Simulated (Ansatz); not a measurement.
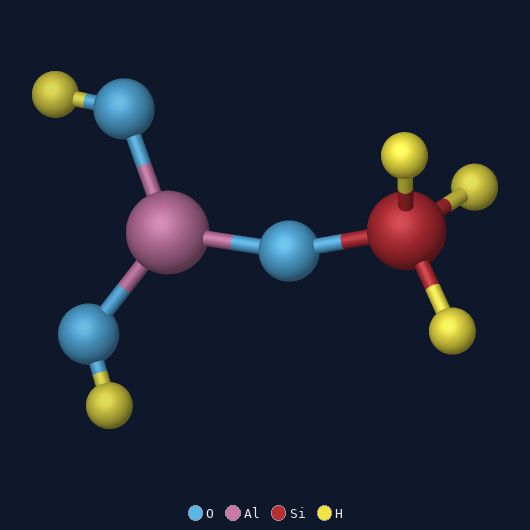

Computed geometry: PBE0-D4/def2-TZVP optimisation. No frequency run is at hand to confirm it as a minimum. Level of theory: RKS B3LYP-D4/def2-TZVPP (Ansatz 0.2.0).

Computed properties:

The species is AlH5O3Si (`[OH][Al]([OH])[O][SiH3]`).
- dipole moment: 1.27 D
- HOMO energy (Kohn–Sham orbital): −8.52 eV
- LUMO energy (Kohn–Sham orbital): −0.98 eV
- HOMO–LUMO gap: 7.55 eV
- dispersion correction: −29.5 kJ/mol
